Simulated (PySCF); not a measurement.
# P···Au: magnetic exchange

What do calculations give for the magnetic exchange of P···Au?

Programs: PySCF 2.14.0, with routines of our own; each step states its level. All values are computed. Atoms count from 0.

1 further run of the same task is left out (for a known fault of the program).

## Step 1: The system as given

2 atoms, charge 0, high-spin multiplicity 5; geometry from: GFN2-xTB fragments, placed rigidly.

The system (radical pair): P···Au. The radical centres are 6.32 Å apart; the spin sites are atom 0 (3 unpaired) and atom 1 (1 unpaired).

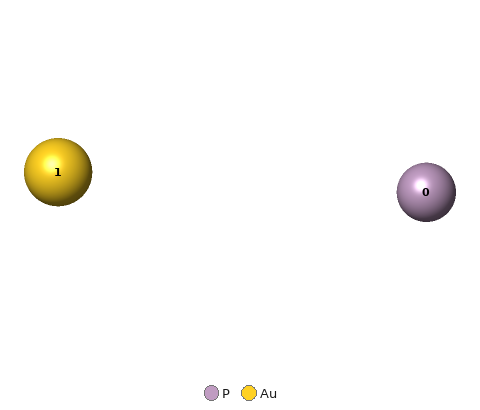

The starting geometry (phosphorus pink, gold amber); sticks join atoms by distance alone.

## Step 2: Magnetic exchange: CASSCF and SC-NEVPT2/def2-TZVP (4,4)

What the job is given:

```
{"job": {"kind": "cas", "basis": "def2-TZVP", "active": "magnetic", "zfs": false}, "charge": 0, "high_spin_multiplicity": 5, "spin_sites": [[[0], 3], [[1], 1]]}
P      0.000000     0.000000    -3.159000
Au     0.000000     0.000000     3.159000
```

Method: CASSCF and SC-NEVPT2/def2-TZVP spin states, gas phase.

On the command line:

```sh
$ OMP_NUM_THREADS=1 python exch_run.py task.json out
```

This one command runs all jobs of the session in turn.

Standard output:

```text
start orbitals: natural orbitals of the high-spin HF determinant (converged)
active space: 4 electrons in 4 orbitals, 15 closed; orbitals optimised for multiplicities 5 3
macro   0  E = -475.4985486702  dE =  0.000e+00  |g| = 4.683e-03
macro   1  E = -475.4985523933  dE = -3.723e-06  |g| = 1.301e-03
macro   2  E = -475.4985529279  dE = -5.346e-07  |g| = 6.280e-04
macro   3  E = -475.4985529579  dE = -2.994e-08  |g| = 3.077e-04
macro   4  E = -475.4985529641  dE = -6.274e-09  |g| = 3.892e-05
CASSCF converged, mean energy = -475.4985529641
2S+1 = 5  root 0  E(CAS) = -475.49854740  E(NEVPT2) = -475.97584157  occupations 1.000 1.000 1.000 1.000
2S+1 = 3  root 0  E(CAS) = -475.49855853  E(NEVPT2) = -475.97585071  occupations 1.015 1.000 1.000 0.985
```

Run time: 0.5 s. Hardware: 1 thread of AMD EPYC 9R45, shared host.

From this job:

```csv
quantity,value
J (CASSCF),-1 cm⁻¹
J (NEVPT2),0 cm⁻¹
low less high spin (NEVPT2),0.0 kcal/mol
```

Mulliken spin populations of the high-spin state:

```csv
atom,value (e)
P0,3.00
Au1,1.00
```

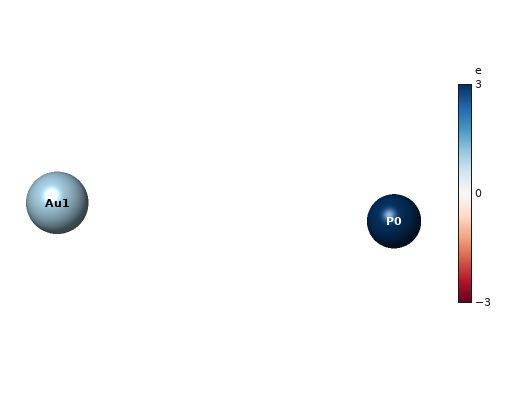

Mulliken spin populations of the high-spin state, as colours on the atoms.

Orbitals, density, ELF and potential are computed afterwards from the orbital file.

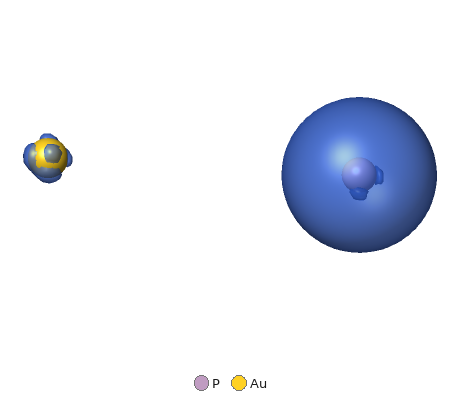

Spin density at ±0.05 e/Å³ (alpha excess blue, beta excess red).

In these pictures sticks join atoms by distance alone, so bonds to metals can be missing or extra.

## Step 3: Magnetic exchange: HF/def2-TZVP

What the job is given:

```
{"job": {"kind": "bs", "xc": "HF", "basis": "def2-TZVP", "rks": false}, "charge": 0, "high_spin_multiplicity": 5, "spin_sites": [[[0], 3], [[1], 1]]}
P      0.000000     0.000000    -3.159000
Au     0.000000     0.000000     3.159000
```

Level: HF/def2-TZVP high-spin and broken-symmetry single points, gas phase.

Standard output:

```text
high-spin state, multiplicity 5
final grid: 27520 points
cycle   1  E = -475.1203528522  dE = -1.476e+01  |g| = 1.149e+00  |ddm| = 5.591e+00
cycle   2  E = -475.3416003924  dE = -2.212e-01  |g| = 7.216e-01  |ddm| = 1.666e+00
cycle   3  E = -475.4975286984  dE = -1.559e-01  |g| = 6.506e-02  |ddm| = 5.342e-01
cycle   4  E = -475.4995548823  dE = -2.026e-03  |g| = 9.006e-03  |ddm| = 1.280e-01
cycle   5  E = -475.4996858393  dE = -1.310e-04  |g| = 3.249e-03  |ddm| = 4.376e-02
cycle   6  E = -475.4997039354  dE = -1.810e-05  |g| = 6.394e-04  |ddm| = 2.086e-02
cycle   7  E = -475.4997046895  dE = -7.540e-07  |g| = 1.214e-04  |ddm| = 4.265e-03
cycle   8  E = -475.4997047277  dE = -3.823e-08  |g| = 7.120e-05  |ddm| = 3.767e-04
cycle   9  E = -475.4997047527  dE = -2.505e-08  |g| = 4.034e-05  |ddm| = 3.531e-04
cycle  10  E = -475.4997047645  dE = -1.172e-08  |g| = 1.315e-05  |ddm| = 3.577e-04
cycle  11  E = -475.4997047654  dE = -9.841e-10  |g| = 5.029e-06  |ddm| = 1.079e-04
converged SCF energy = -475.4997047654

broken-symmetry state, M_S = 1, start: spins of the second site flipped
final grid: 27520 points
cycle   1  E = -475.4994951638  dE = -9.630e-04  |g| = 1.535e-02  |ddm| = 3.770e-02
cycle   2  E = -475.4996633424  dE = -1.682e-04  |g| = 6.367e-03  |ddm| = 1.341e-02
cycle   3  E = -475.4997111750  dE = -4.783e-05  |g| = 1.144e-03  |ddm| = 1.037e-02
cycle   4  E = -475.4997127615  dE = -1.587e-06  |g| = 4.015e-04  |ddm| = 2.668e-03
cycle   5  E = -475.4997128269  dE = -6.534e-08  |g| = 3.979e-05  |ddm| = 3.861e-04
cycle   6  E = -475.4997128286  dE = -1.734e-09  |g| = 8.394e-06  |ddm| = 2.022e-04
converged SCF energy = -475.4997128286

<S^2> high spin = 6.0029, broken symmetry = 3.0027
E(HS) - E(BS) = 1.77 cm-1
J_noodleman = -0.59 cm-1
J_unprojected = -0.44 cm-1
J_yamaguchi = -0.59 cm-1
```

It took 0.1 s on 1 thread of AMD EPYC 9R45, shared host.

In short:

```csv
quantity,value
J (Yamaguchi),-1 cm⁻¹
"low less high spin, projected",0.0 kcal/mol
```

## Step 4: Magnetic exchange: TPSSh/def2-TZVP

What the job is given:

```
{"job": {"kind": "bs", "xc": "TPSSh", "grid": 2, "basis": "def2-TZVP", "rks": false}, "charge": 0, "high_spin_multiplicity": 5, "spin_sites": [[[0], 3], [[1], 1]]}
P      0.000000     0.000000    -3.159000
Au     0.000000     0.000000     3.159000
```

With the program's defaults for keys left out, this is: TPSSh/def2-TZVP high-spin and broken-symmetry single points, gas phase.

Standard output:

```text
high-spin state, multiplicity 5
final grid: 27520 points
cycle   1  E = -476.9420139781  dE = -1.267e-02  |g| = 6.952e-02  |ddm| = 4.216e-01
cycle   2  E = -476.9406916856  dE =  1.322e-03  |g| = 9.456e-02  |ddm| = 1.752e-01
cycle   3  E = -476.9437458848  dE = -3.054e-03  |g| = 1.232e-03  |ddm| = 7.955e-02
cycle   4  E = -476.9437467778  dE = -8.930e-07  |g| = 3.877e-04  |ddm| = 2.878e-03
cycle   5  E = -476.9437468354  dE = -5.756e-08  |g| = 1.273e-04  |ddm| = 7.336e-04
cycle   6  E = -476.9437468391  dE = -3.731e-09  |g| = 1.389e-05  |ddm| = 1.484e-04
converged SCF energy = -476.9437468391

broken-symmetry state, M_S = 1, start: spins of the second site flipped
final grid: 27520 points
cycle   1  E = -476.9437245770  dE = -8.051e-04  |g| = 5.228e-03  |ddm| = 6.883e-02
cycle   2  E = -476.9437491772  dE = -2.460e-05  |g| = 1.476e-03  |ddm| = 8.599e-03
cycle   3  E = -476.9437498566  dE = -6.794e-07  |g| = 1.492e-03  |ddm| = 2.868e-03
cycle   4  E = -476.9437505850  dE = -7.284e-07  |g| = 2.345e-04  |ddm| = 1.406e-03
cycle   5  E = -476.9437506028  dE = -1.784e-08  |g| = 1.709e-05  |ddm| = 2.446e-04
cycle   6  E = -476.9437506029  dE = -1.242e-10  |g| = 4.567e-06  |ddm| = 3.593e-05
converged SCF energy = -476.9437506029

<S^2> high spin = 6.0020, broken symmetry = 3.0016
E(HS) - E(BS) = 0.83 cm-1
J_noodleman = -0.28 cm-1
J_unprojected = -0.21 cm-1
J_yamaguchi = -0.28 cm-1
```

Wall time 1.6 s (1 thread of AMD EPYC 9R45, shared host); peak memory 0.26 GiB.

In short:

```csv
quantity,value
J (Yamaguchi),0 cm⁻¹
"low less high spin, projected",0.0 kcal/mol
```

## Step 5: Magnetic exchange: CASSCF and SC-NEVPT2/def2-TZVP (4,4)

What the job is given:

```
{"job": {"kind": "cas", "basis": "def2-TZVP", "active": "natural", "max": 8, "thr": 0.008, "zfs": false, "fc": false}, "charge": 0, "high_spin_multiplicity": 5, "spin_sites": [[[0], 3], [[1], 1]]}
P      0.000000     0.000000    -3.159000
Au     0.000000     0.000000     3.159000
```

Level: CASSCF and SC-NEVPT2/def2-TZVP spin states, gas phase.

Standard output:

```text
start orbitals: natural orbitals of the high-spin HF determinant (converged)
active space: 4 electrons in 4 orbitals, 15 closed; orbitals optimised for multiplicities 5 3
macro   0  E = -475.4985486702  dE =  0.000e+00  |g| = 4.683e-03
macro   1  E = -475.4985523933  dE = -3.723e-06  |g| = 1.301e-03
macro   2  E = -475.4985529279  dE = -5.346e-07  |g| = 6.280e-04
macro   3  E = -475.4985529579  dE = -2.994e-08  |g| = 3.077e-04
macro   4  E = -475.4985529641  dE = -6.274e-09  |g| = 3.892e-05
CASSCF converged, mean energy = -475.4985529641
2S+1 = 5  root 0  E(CAS) = -475.49854740  E(NEVPT2) = -476.07733447  occupations 1.000 1.000 1.000 1.000
2S+1 = 3  root 0  E(CAS) = -475.49855853  E(NEVPT2) = -476.07734361  occupations 1.015 1.000 1.000 0.985
```

Run time: 0.4 s. Hardware: 1 thread of AMD EPYC 9R45, shared host; peak memory 0.26 GiB.

In short:

```csv
quantity,value
J (CASSCF),-1 cm⁻¹
J (NEVPT2),0 cm⁻¹
low less high spin (NEVPT2),0.0 kcal/mol
```

## Step 6: Spin gaps side by side

J for H = −2J S1·S2; the gap is low spin less high spin (projected; unprojected where the broken-symmetry state collapsed; or NEVPT2):

```csv
step,level,geometry,J (cm⁻¹),gap (kcal/mol),time
2,"CASSCF and SC-NEVPT2/def2-TZVP (4,4)",one,0,0.0,0.5 s
3,HF/def2-TZVP,one,-1,0.0,0.1 s
4,TPSSh/def2-TZVP,one,0,0.0,1.6 s
5,"CASSCF and SC-NEVPT2/def2-TZVP (4,4)",one,0,0.0,0.4 s
```

CASSCF times leave out a start SCF that an earlier step had already made.

## Step 7: Summary of results

| quantity | value |
| --- | --- |
| J (CASSCF) (step 2, CASSCF and SC-NEVPT2/def2-TZVP (4,4)) | -1 cm⁻¹ |
| J (NEVPT2) (step 2, CASSCF and SC-NEVPT2/def2-TZVP (4,4)) | 0 cm⁻¹ |
| low less high spin (NEVPT2) (step 2, CASSCF and SC-NEVPT2/def2-TZVP (4,4)) | 0.0 kcal/mol |
| J | -1 (HF/def2-TZVP) to 0 cm⁻¹ (TPSSh/def2-TZVP) |

What this shows: The levels with a meaningful J give a negligible coupling, from -1 to 0 cm⁻¹.
